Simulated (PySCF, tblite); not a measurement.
**C4H14N2OSi2: geometry, infrared bands and NMR shifts**

Wanted: the infrared bands and NMR shifts of C4H14N2OSi2 (`CN[Si@@H]1CC[Si@@H](OC)N1`), by calculation.

Computed with tblite 0.8.0 and PySCF 2.14.0, with density-fitted response routines of our own, on a single molecule in the gas phase. Atoms are numbered from 0 throughout.

### 1 The molecule as given

23 atoms, charge 0, multiplicity 1; geometry from: force field or distance geometry start.

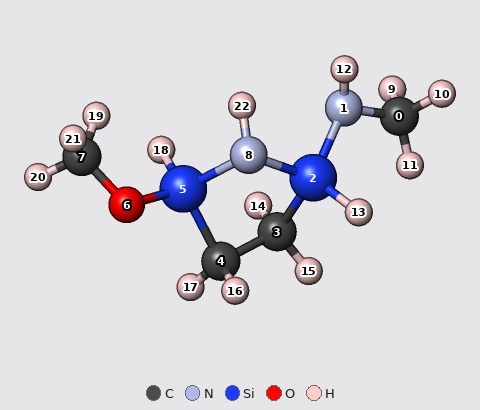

As it starts; carbon dark grey, nitrogen light blue, silicon blue, oxygen red, hydrogen pink, atoms numbered.

### 2 Geometry optimisation with GFN2-xTB

What the job is given:

```
{"job": {"kind": "relax", "xc": "GFN2-xTB", "basis": "xTB"}, "charge": 0, "multiplicity": 1}
C     -3.562700     0.485700     0.638100
N     -2.277600     0.981900     0.252500
Si    -1.221900    -0.220800    -0.517200
C     -0.573200    -1.510700     0.616700
C      0.850300    -1.816100     0.171200
Si     1.509400    -0.070000     0.010500
O      2.999400     0.010700    -0.820200
C      3.733000     1.123500    -0.383600
N      0.257900     0.649500    -1.046600
H     -3.748800     0.840900     1.691500
H     -4.401200     0.945400     0.037900
H     -3.660800    -0.614400     0.645200
H     -2.288600     1.910400    -0.177000
H     -1.824300    -0.871100    -1.683200
H     -0.497100    -1.120800     1.665600
H     -1.146300    -2.476100     0.588600
H      0.875500    -2.267900    -0.844500
H      1.399200    -2.425400     0.897700
H      1.545400     0.542600     1.345600
H      3.136300     1.786300     0.284800
H      4.610600     0.730500     0.148600
H      4.089400     1.746000    -1.226600
H      0.191300     1.666800    -0.739600
```

The run is started by

```
> OMP_NUM_THREADS=1 python probes_run.py task.json out
```

One launch serves the whole session: the jobs run in the order shown.

Log:

```text
step      E/eV     max force
  0    -792.66375    2.564
  1    -793.09309    1.485
  2    -793.22615    0.823
  3    -793.29479    0.684
  4    -793.34761    0.503
  5    -793.38429    0.428
  6    -793.41671    0.580
  7    -793.45168    0.512
  8    -793.48026    0.387
  9    -793.50268    0.327
 10    -793.52105    0.312
 11    -793.53715    0.391
 12    -793.55472    0.315
 13    -793.57082    0.285
 14    -793.58342    0.262
 15    -793.59353    0.371
 16    -793.60576    0.275
 17    -793.61830    0.217
 18    -793.62995    0.200
 19    -793.63500    0.201
 20    -793.64094    0.183
 21    -793.64578    0.153
 22    -793.65029    0.170
 23    -793.65351    0.178
 24    -793.65612    0.132
 25    -793.65907    0.115
 26    -793.66326    0.197
 27    -793.66811    0.223
 28    -793.67249    0.217
 29    -793.67585    0.125
 30    -793.67858    0.212
 31    -793.68163    0.162
 32    -793.68642    0.144
 33    -793.68948    0.147
 34    -793.69372    0.149
 35    -793.69774    0.186
 36    -793.70153    0.191
 37    -793.70441    0.128
 38    -793.70682    0.102
 39    -793.70896    0.128
 40    -793.71093    0.112
 41    -793.71282    0.145
 42    -793.71457    0.108
 43    -793.71633    0.114
 44    -793.71750    0.097
 45    -793.71887    0.083
 46    -793.72032    0.094
 47    -793.72185    0.108
 48    -793.72310    0.098
 49    -793.72419    0.079
 50    -793.72537    0.074
 51    -793.72688    0.077
 52    -793.72838    0.071
 53    -793.72941    0.058
 54    -793.73005    0.071
 55    -793.73057    0.055
 56    -793.73121    0.056
 57    -793.73165    0.041
 58    -793.73202    0.048
 59    -793.73235    0.040
 60    -793.73268    0.047
 61    -793.73294    0.032
 62    -793.73318    0.035
 63    -793.73347    0.044
 64    -793.73386    0.049
 65    -793.73430    0.047
 66    -793.73468    0.046
 67    -793.73503    0.043
 68    -793.73548    0.057
 69    -793.73614    0.074
 70    -793.73694    0.075
 71    -793.73768    0.068
 72    -793.73827    0.061
 73    -793.73887    0.078
 74    -793.73967    0.083
 75    -793.74059    0.064
 76    -793.74132    0.062
 77    -793.74194    0.069
 78    -793.74266    0.074
 79    -793.74368    0.085
 80    -793.74501    0.081
 81    -793.74619    0.071
 82    -793.74727    0.077
 83    -793.74813    0.076
 84    -793.74928    0.060
 85    -793.74998    0.054
 86    -793.75049    0.039
 87    -793.75072    0.032
 88    -793.75090    0.025
 89    -793.75106    0.026
 90    -793.75122    0.025
 91    -793.75138    0.030
 92    -793.75156    0.027
 93    -793.75174    0.029
 94    -793.75187    0.025
 95    -793.75198    0.019
 96    -793.75210    0.023
 97    -793.75224    0.030
 98    -793.75240    0.030
 99    -793.75261    0.037
100    -793.75291    0.042
101    -793.75333    0.043
102    -793.75381    0.039
103    -793.75423    0.043
104    -793.75456    0.039
105    -793.75494    0.041
106    -793.75543    0.044
107    -793.75594    0.040
108    -793.75623    0.039
109    -793.75657    0.044
110    -793.75695    0.045
111    -793.75731    0.046
112    -793.75748    0.088
113    -793.75782    0.040
114    -793.75800    0.037
115    -793.75825    0.038
116    -793.75856    0.039
117    -793.75893    0.043
118    -793.75934    0.047
119    -793.75982    0.041
120    -793.76041    0.073
121    -793.76056    0.082
122    -793.76139    0.049
123    -793.76174    0.042
124    -793.76211    0.030
125    -793.76227    0.030
126    -793.76253    0.029
127    -793.76274    0.035
128    -793.76304    0.042
129    -793.76342    0.055
130    -793.76387    0.058
131    -793.76425    0.042
132    -793.76456    0.030
133    -793.76487    0.031
134    -793.76517    0.033
135    -793.76542    0.042
136    -793.76562    0.035
137    -793.76581    0.058
138    -793.76602    0.038
139    -793.76630    0.028
140    -793.76650    0.026
141    -793.76666    0.034
142    -793.76687    0.033
143    -793.76711    0.038
144    -793.76732    0.033
145    -793.76748    0.046
146    -793.76764    0.040
147    -793.76783    0.034
148    -793.76798    0.028
149    -793.76815    0.021
150    -793.76825    0.021
151    -793.76835    0.021
152    -793.76845    0.022
153    -793.76858    0.022
154    -793.76872    0.031
155    -793.76886    0.032
156    -793.76903    0.038
157    -793.76922    0.035
158    -793.76942    0.023
159    -793.76953    0.022
160    -793.76967    0.018
161    -793.76974    0.023
162    -793.76980    0.020
163    -793.76985    0.015
164    -793.76991    0.015
165    -793.76994    0.014
166    -793.77000    0.016
167    -793.77006    0.013
168    -793.77010    0.014
169    -793.77014    0.020
170    -793.77017    0.012
171    -793.77020    0.011
172    -793.77022    0.009
```

It took 3.2 s on 1 thread of Arm Neoverse N1, shared host.

The steps of the relaxation: (not every step is listed)

```
step  energy from step 0 (eV)  largest force (eV/Å)
   0                   0.0000                2.5644
   1                  -0.4293                1.4854
   2                  -0.5624                0.8232
   3                  -0.6310                0.6838
   4                  -0.6839                0.5035
   5                  -0.7205                0.4284
   6                  -0.7530                0.5797
   7                  -0.7879                0.5123
   8                  -0.8165                0.3873
  23                  -0.9898                0.1785
  38                  -1.0431                0.1022
  53                  -1.0657                0.0581
  68                  -1.0717                0.0566
  83                  -1.0844                0.0765
  98                  -1.0886                0.0302
 113                  -1.0941                0.0396
 128                  -1.0993                0.0420
 143                  -1.1034                0.0377
 158                  -1.1057                0.0230
 167                  -1.1063                0.0132
 168                  -1.1063                0.0136
 169                  -1.1064                0.0203
 170                  -1.1064                0.0124
 171                  -1.1064                0.0111
 172                  -1.1065                0.0093
```

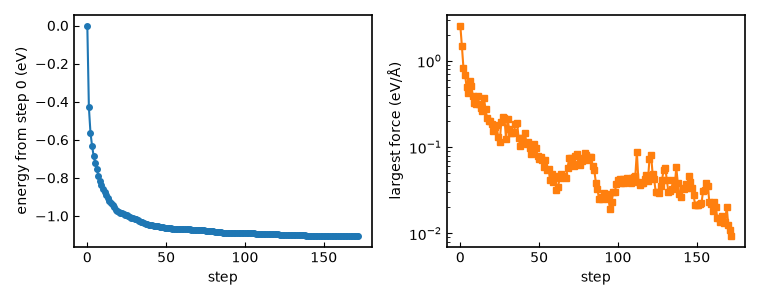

Energy and force, step by step.

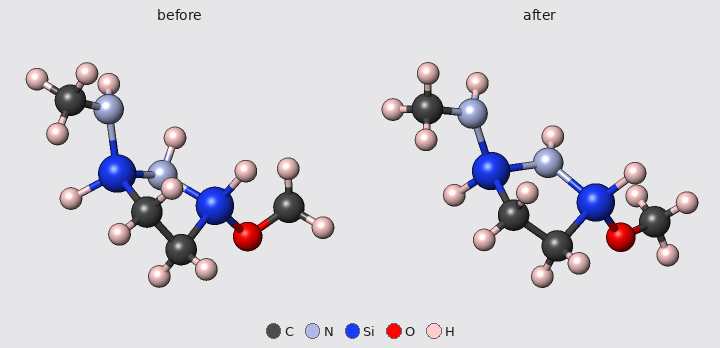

The geometry before (left) and after (right).

Distances of close pairs at the start and the end, largest changes first:

```
  bond  before (Å)  after (Å)  change (Å)
Si5–O6       1.708      1.625      -0.083
Si2–N8       1.797      1.730      -0.066
Si5–N8       1.789      1.726      -0.063
N8–H22       1.065      1.003      -0.061
Si2–C3       1.836      1.893      +0.058
N1–Si2       1.776      1.721      -0.054
 C0–H9       1.127      1.091      -0.036
C0–H10       1.129      1.096      -0.033
```

The next job starts from the end point, and lists it.

### 3 Vibrational analysis with GFN2-xTB

What the job is given:

```
{"job": {"kind": "ir", "xc": "GFN2-xTB", "basis": "xTB"}, "charge": 0, "multiplicity": 1}
C     -3.785971     0.323813     0.433515
N     -2.455571     0.869604     0.322642
Si    -1.186104    -0.020439    -0.425113
C     -0.653737    -1.510502     0.614813
C      0.858418    -1.665449     0.455847
Si     1.600797     0.065911     0.422820
O      2.940694    -0.023747    -0.491489
C      3.857804     0.996431    -0.729059
N      0.270459     0.903615    -0.289067
H     -4.353162     0.865070     1.192136
H     -4.342282     0.365584    -0.510017
H     -3.706420    -0.717902     0.733903
H     -2.479402     1.861665     0.140110
H     -1.430087    -0.381884    -1.837844
H     -0.879511    -1.311975     1.664221
H     -1.165104    -2.438340     0.353699
H      1.073832    -2.169248    -0.486661
H      1.264953    -2.294293     1.246877
H      1.917914     0.657602     1.730390
H      4.213749     1.425695     0.210538
H      4.702959     0.574953    -1.274217
H      3.406910     1.793714    -1.324946
H      0.324110     1.857108    -0.597144
```

Log:

```text
mode    cm-1     km/mol
  1      35.7      1.07
  2      63.8      1.92
  3      70.1      1.75
  4      77.0      0.12
  5     104.7      0.65
  6     137.6      2.06
  7     153.1      0.24
  8     171.3      1.09
  9     218.0      0.12
 10     253.0     12.22
 11     272.5     37.20
 12     288.5     13.78
 13     303.3     72.28
 14     354.9      0.65
 15     385.4      4.62
 16     530.5     98.62
 17     611.4     37.39
 18     628.2     83.53
 19     685.6      2.50
 20     695.6    133.94
 21     709.1    173.32
 22     727.8     81.55
 23     762.4    199.43
 24     806.2     89.72
 25     824.4     49.35
 26     843.6    313.72
 27     850.5      5.22
 28     927.8    222.65
 29    1057.6     25.62
 30    1059.9     51.37
 31    1063.1     17.99
 32    1112.4     11.85
 33    1131.6     20.82
 34    1132.9    324.81
 35    1136.1     92.87
 36    1151.7      6.00
 37    1155.2    261.98
 38    1161.1     16.96
 39    1266.9      4.09
 40    1297.7      6.94
 41    1357.0     68.46
 42    1414.6      0.06
 43    1420.5      1.75
 44    1482.8      0.66
 45    1484.0      4.10
 46    1492.2      1.61
 47    1493.8      3.13
 48    1496.4      4.14
 49    1505.4      1.23
 50    2122.5    354.10
 51    2198.2    363.57
 52    2900.0     89.27
 53    2941.1     45.22
 54    2955.2     53.37
 55    2957.0     48.12
 56    2973.8     38.68
 57    2979.8     88.07
 58    2981.1     58.84
 59    2987.0     29.96
 60    2995.9     40.05
 61    3034.9     29.82
 62    3439.6      6.31
 63    3516.6      4.57
```

Run time: 2.3 s. Hardware: 1 thread of Arm Neoverse N1, shared host.

Which atoms move in the most intense modes:

```
cm⁻¹  km/mol                                  atoms
 709   173.3                               H13 42 %
 762   199.4                      C3 17 %, Si5 13 %
 844   313.7                      Si2 22 %, N8 15 %
 928   222.7  N8 38 %, H22 35 %, Si5 14 %, Si2 10 %
1133   324.8   C7 19 %, H22 18 %, O6 18 %, H20 15 %
1155   262.0             O6 24 %, H20 21 %, C7 17 %
2122   354.1                               H13 97 %
2198   363.6                               H18 97 %
```

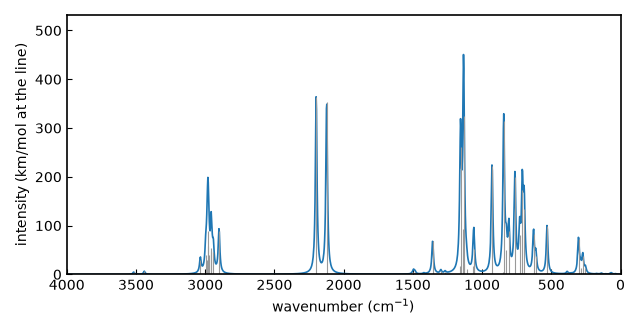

The infrared spectrum from these modes, unscaled. Lines are broadened to a width of 14 cm⁻¹ (Lorentzian).

### 4 Nuclear shieldings: PBE0/pcSseg-1

Same as in step 3 but for these lines:

```diff
@@ -1,2 +1,2 @@
-{"job": {"kind": "ir", "xc": "GFN2-xTB", "basis": "xTB"}, "charge": 0, "multiplicity": 1}
+{"job": {"kind": "nmr", "xc": "PBE0", "basis": "pcSseg-1"}, "charge": 0, "multiplicity": 1}
 C     -3.785971     0.323813     0.433515
```

Level: GIAO PBE0/pcSseg-1 NMR shielding, non-relativistic, gas phase.

Log:

```text
coarse grid: 19488 points
cycle   1  E = -923.7625150468  dE =  1.113e+00  |g| = 8.727e-01  |ddm| = 4.300e+00
cycle   2  E = -923.6104826707  dE =  1.520e-01  |g| = 1.238e+00  |ddm| = 1.948e+00
cycle   3  E = -923.9151231009  dE = -3.046e-01  |g| = 1.075e-01  |ddm| = 1.303e+00
cycle   4  E = -923.9167322713  dE = -1.609e-03  |g| = 5.309e-02  |ddm| = 1.159e-01
cycle   5  E = -923.9173136296  dE = -5.814e-04  |g| = 9.990e-03  |ddm| = 5.227e-02
cycle   6  E = -923.9173310390  dE = -1.741e-05  |g| = 4.168e-03  |ddm| = 1.187e-02
cycle   7  E = -923.9173348869  dE = -3.848e-06  |g| = 5.710e-04  |ddm| = 3.709e-03
final grid: 177088 points
cycle   8  E = -923.9744442718  dE = -3.637e-05  |g| = 1.222e-02  |ddm| = 2.660e-02
cycle   9  E = -923.9744171747  dE =  2.710e-05  |g| = 1.701e-02  |ddm| = 2.228e-02
cycle  10  E = -923.9744754205  dE = -5.825e-05  |g| = 1.629e-03  |ddm| = 1.358e-02
cycle  11  E = -923.9744759665  dE = -5.460e-07  |g| = 2.386e-04  |ddm| = 1.532e-03
cycle  12  E = -923.9744759767  dE = -1.013e-08  |g| = 8.614e-05  |ddm| = 2.793e-04
cycle  13  E = -923.9744759781  dE = -1.446e-09  |g| = 3.177e-05  |ddm| = 9.302e-05
cycle  14  E = -923.9744759783  dE = -2.094e-10  |g| = 6.150e-06  |ddm| = 3.251e-05
converged SCF energy = -923.9744759783

GIAO shielding tensors (ppm)
atom      isotropic    diamagn.    paramagn.     s11        s22        s33       span
  0 C      157.572     239.646     -82.074    134.242    151.108    187.366     53.124
  1 N      236.196     325.174     -88.978    207.694    239.192    261.702     54.008
  2 Si     359.329     883.853    -524.524    314.495    372.609    390.883     76.388
  3 C      176.688     257.570     -80.882    167.569    180.183    182.312     14.742
  4 C      177.152     256.137     -78.985    165.541    179.076    186.839     21.298
  5 Si     359.207     883.102    -523.894    320.219    357.558    399.845     79.626
  6 O      299.383     399.420    -100.037    210.147    337.647    350.356    140.208
  7 C      133.979     240.493    -106.515    107.844    109.168    184.923     77.079
  8 N      220.991     330.483    -109.492    198.162    225.792    239.018     40.856
  9 H       28.882      26.000       2.883     23.768     26.526     36.353     12.585
 10 H       28.892      25.938       2.954     23.343     26.684     36.650     13.307
 11 H       29.341      28.166       1.175     24.289     28.987     34.745     10.456
 12 H       31.641      34.643      -3.002     21.981     31.857     41.085     19.104
 13 H       26.232      31.916      -5.685     22.589     24.423     31.684      9.096
 14 H       31.256      34.289      -3.033     26.273     29.768     37.727     11.455
 15 H       30.599      32.262      -1.663     24.969     29.266     37.563     12.594
 16 H       30.991      33.553      -2.562     26.313     29.117     37.543     11.230
 17 H       30.677      31.574      -0.897     25.100     28.823     38.109     13.009
 18 H       26.457      31.842      -5.385     22.767     24.664     31.940      9.174
 19 H       27.992      27.015       0.977     23.916     25.482     34.579     10.662
 20 H       27.723      26.156       1.567     23.137     25.287     34.745     11.608
 21 H       27.967      28.875      -0.908     23.000     26.338     34.563     11.564
 22 H       30.870      35.644      -4.773     22.791     29.024     40.796     18.005
```

It took 2.1 min on 1 thread of Arm Neoverse N1, shared host; peak memory 1.1 GiB.

The references, computed at this level on geometries of the same kind, shield at (ppm): 1H TMS 31.72, 13C TMS 186.9, 29Si TMS 349.2, 15N NH3 267.7, 17O H2O 336.1. Their shielding less the atom's gives the shift. The references are single molecules in the gas phase, so shifts against H2O, NH3, PH3, H3PO4 or CFCl3 are not on the usual liquid scales and can be off by tens of ppm. Atoms listed in one row are averaged.

```
        atoms                                                    environment  σ (ppm)  δ (ppm)  δ scaled to CDCl3
           C7                                      methyl carbon bonded to O    134.0     52.9               49.8
           C0                                      methyl carbon bonded to N    157.6     29.4               26.7
           C3                                           sp3 CH2 bonded to Si    176.7     10.2                8.1
           C4                                           sp3 CH2 bonded to Si    177.2      9.8                7.6
          H13   hydrogen on a silicon bonded to C, 2 N, in a 5-membered ring    26.23     5.49                  –
          H18  hydrogen on a silicon bonded to C, N, O, in a 5-membered ring    26.46     5.26                  –
H19, H20, H21                        hydrogen on a methyl carbon bonded to O    27.89     3.82               3.71
 H9, H10, H11                        hydrogen on a methyl carbon bonded to N    29.04     2.68               2.63
          H15                            hydrogen on an sp3 CH2 bonded to Si    30.60     1.12               1.16
          H17                            hydrogen on an sp3 CH2 bonded to Si    30.68     1.04               1.09
          H22    hydrogen on a nitrogen bonded to 2 Si, in a 5-membered ring    30.87     0.85                  –
          H16                            hydrogen on an sp3 CH2 bonded to Si    30.99     0.73               0.79
          H14                            hydrogen on an sp3 CH2 bonded to Si    31.26     0.46               0.54
          H12                         hydrogen on a nitrogen bonded to C, Si    31.64     0.08                  –
           N8               nitrogen bonded to 2 Si, H, in a 5-membered ring    221.0     46.7                  –
           N1                                    nitrogen bonded to C, Si, H    236.2     31.5                  –
          Si5             silicon bonded to C, N, O, H, in a 5-membered ring    359.2    -10.0                  –
          Si2              silicon bonded to C, 2 N, H, in a 5-membered ring    359.3    -10.2                  –
           O6                                         oxygen bonded to C, Si    299.4     36.7                  –
```

The scaled column applies a straight-line fit of computed shieldings to shifts measured in CDCl3 (root-mean-square error 0.16 ppm for H, 1.9 ppm for C).

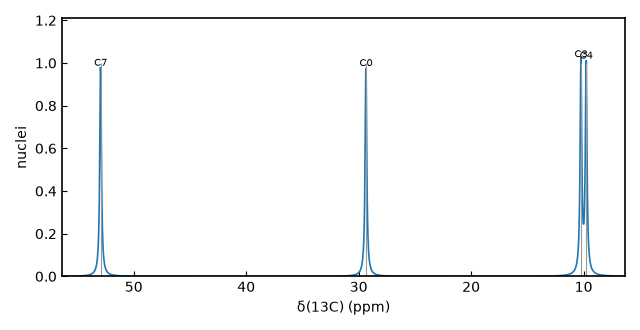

13C lines at the computed shifts, without couplings. Lines are broadened to a width of 0.17 ppm (Lorentzian).

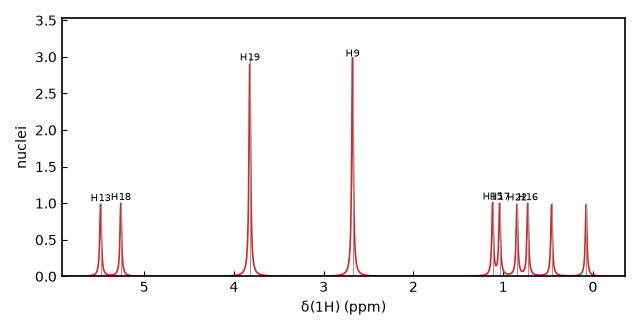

1H lines at the computed shifts, without couplings. Lines are broadened to a width of 0.02 ppm (Lorentzian).

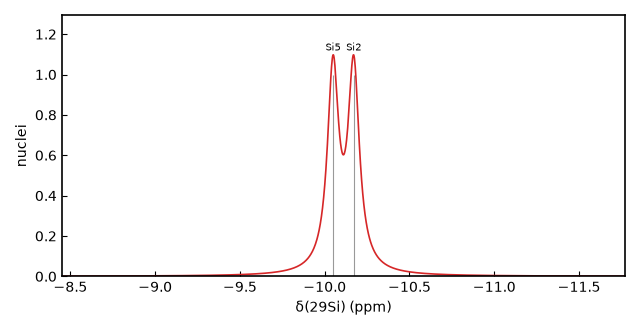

29Si lines at the computed shifts, without couplings. Lines are broadened to a width of 0.08 ppm (Lorentzian).

The run also stored atomic charges by several schemes (e):

```
atoms  Mulliken    IAO  Hirshfeld  ESP fit
   C0     -0.10  -0.30      -0.07     0.04
   N1     -0.68  -0.69      -0.25    -0.82
  Si2      1.01   1.14       0.41     0.80
   C3     -0.56  -0.56      -0.17    -0.06
   C4     -0.54  -0.55      -0.16    -0.63
  Si5      1.06   1.22       0.43     0.85
   O6     -0.63  -0.64      -0.23    -0.41
   C7     -0.01  -0.20      -0.04    -0.10
   N8     -0.84  -0.95      -0.34    -0.99
```

Hirshfeld charges:

C0 -0.07; N1 -0.25; Si2 0.41; C3 -0.17; C4 -0.16; Si5 0.43; O6 -0.23; C7 -0.04; N8 -0.34; H9 0.04; H10 0.03; H11 0.05; H12 0.11; H13 -0.10; H14 0.04; H15 0.03; H16 0.04; H17 0.04; H18 -0.10; H19 0.04; H20 0.05; H21 0.04; H22 0.11

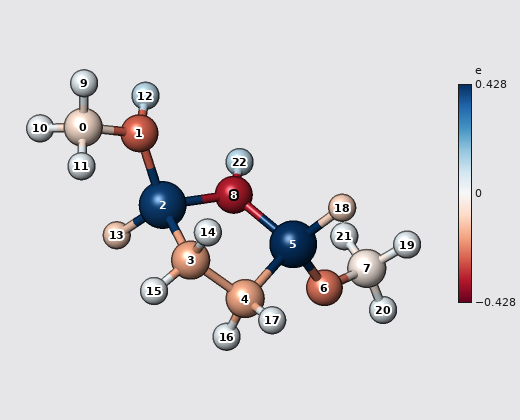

Hirshfeld charges, as colours on the atoms.

Mayer bond orders: C0–N1 0.98, N1–Si2 1.01, Si2–C3 0.90, C3–C4 1.02, C4–Si5 0.91, Si5–O6 1.01, O6–C7 0.91, Si5–N8 0.97, N8–Si2 0.96.

Ring of atoms Si2, C3, C4, Si5, N8: NICS(0) -4.8, NICS(1) -3.1, NICS(1)zz 0.1 ppm (means of both faces).

The fields below are evaluated on a grid from the run's orbitals.

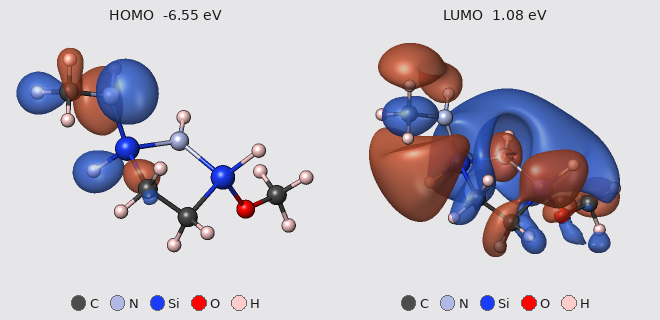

Frontier orbitals at PBE0/pcSseg-1; each surface holds 70 % of the orbital's density, blue and red mark the sign.

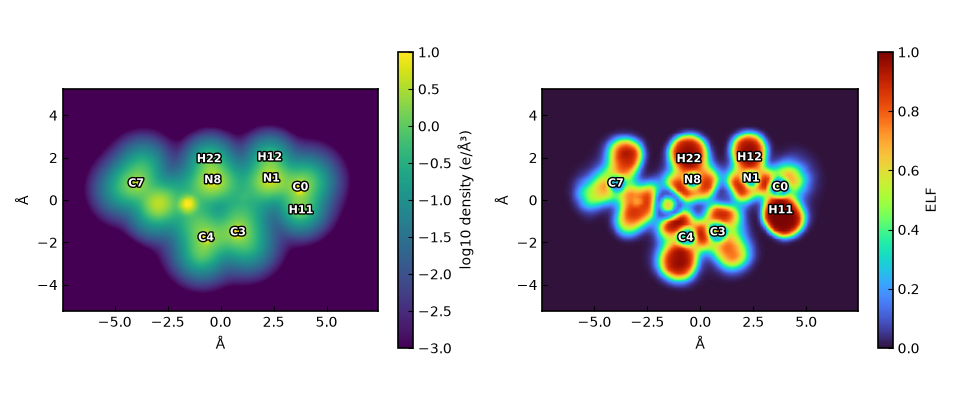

Density (left) and ELF (right) in a plane through or near 9 of the atoms.

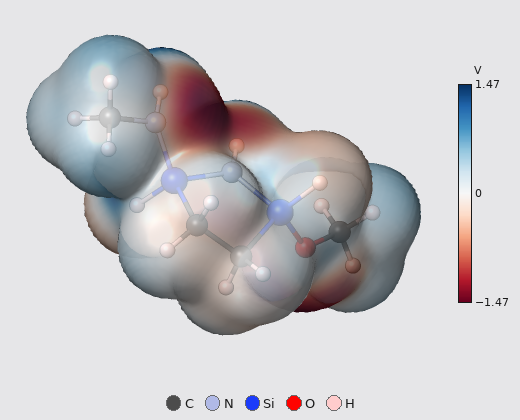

The potential that a unit positive charge feels on the 0.002 e/bohr³ surface, from -1.42 V near O6 to 1.47 V near H22.

### 5 Outcome

```
                                                              quantity                                                           value
                             strongest single infrared mode (GFN2-xTB)                                           2198 cm⁻¹, 364 km/mol
                                          zero-point energy (GFN2-xTB)                                                  114.9 kcal/mol
                                13C shifts against TMS (PBE0/pcSseg-1)                                       52.9, 29.4, 10.2, 9.8 ppm
1H shifts against TMS (PBE0/pcSseg-1, means over atoms taken as alike)  5.49, 5.26, 3.82, 2.68, 1.12, 1.04, 0.85, 0.73, 0.46, 0.08 ppm
                                15N shifts against NH3 (PBE0/pcSseg-1)                                                  46.7, 31.5 ppm
                               29Si shifts against TMS (PBE0/pcSseg-1)                                                -10.0, -10.2 ppm
                                17O shifts against H2O (PBE0/pcSseg-1)                                                        36.7 ppm
                                 surface potential, least and greatest                                              -1.42 V and 1.47 V
```

The optimisation took 172 steps and gained 1.106 eV; among the close pairs (by a distance rule), Si5–O6 changed most, from 1.708 to 1.625 Å. All 63 modes are real, so the xTB geometry is a minimum. The strongest single mode, at 2198 cm⁻¹, moves mainly H18. Unscaled tight-binding wavenumbers are off by several per cent, some by more. Its intensities can rank the bands wrongly. C7 (methyl carbon bonded to O) lies farthest downfield among carbon, at 52.9 ppm; pulled downfield by the heteroatom. At PBE0/pcSseg-1: The widest tensor belongs to O6: span 140 ppm, with a paramagnetic part of -100 ppm.
